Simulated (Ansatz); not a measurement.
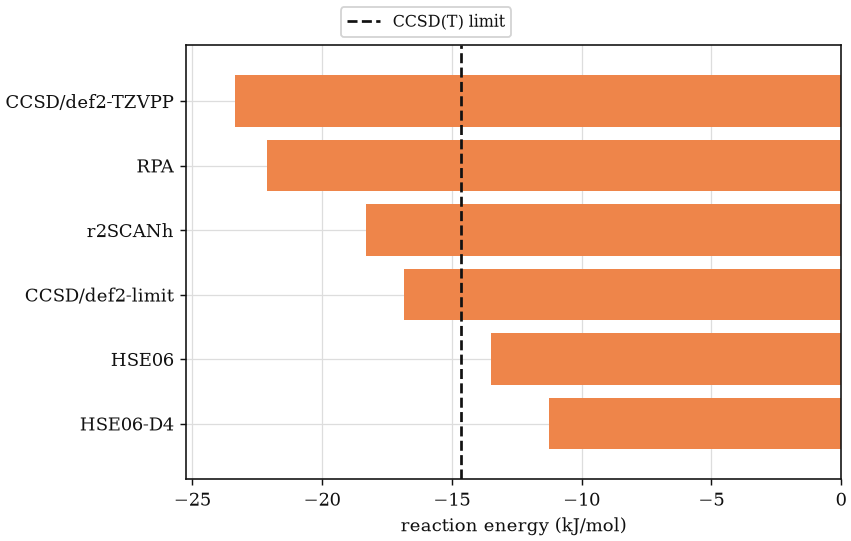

Electronic reaction energy of SiCl₄ (Cl[Si](Cl)(Cl)Cl) + H₂O (O) → SiHOCl₃ (O[Si](Cl)(Cl)Cl) + HCl (Cl) (SMILES in brackets) at several levels (functionals in def2-TZVPP unless a basis is named), isolated molecules at PBE0-D4 triple-zeta geometries, minima by their frequencies, no zero-point or thermal terms, the Ansatz code 0.2.0. The line is frozen-core CCSD(T) at the basis limit (MP2 extrapolated from triple and quadruple zeta, plus CCSD(T) less MP2 in a smaller set). RPA holds a correlation term that converges slowly with the basis, so part of the distance to the limit is basis error. No dispersion term is added to r2SCANh and HSE06. The distance of CCSD/def2-TZVPP to the limit includes basis error. The limit lies 6.5 kJ/mol from CCSD(T)/def2-TZVPP, so the line itself is uncertain by a part of that.

Question: What do zero-point energy and temperature add?

Answer: Zero-point change −5.9 kJ/mol; at 298.15 K and 1 bar the CCSD(T) limit plus thermal terms gives an enthalpy of reaction of −21.0 and a free energy of −26.5 kJ/mol (harmonic PBE0-D4 modes, ideal gas).

Question: Give the values.

Answer:
```
          level  kJ/mol  less CCSD(T) limit
CCSD/def2-TZVPP   −23.4                −8.7
            RPA   −22.1                −7.5
        r2SCANh   −18.3                −3.7
CCSD/def2-limit   −16.8                −2.2
          HSE06   −13.5                 1.2
       HSE06-D4   −11.3                 3.4
  CCSD(T) limit   −14.6                 0.0
```
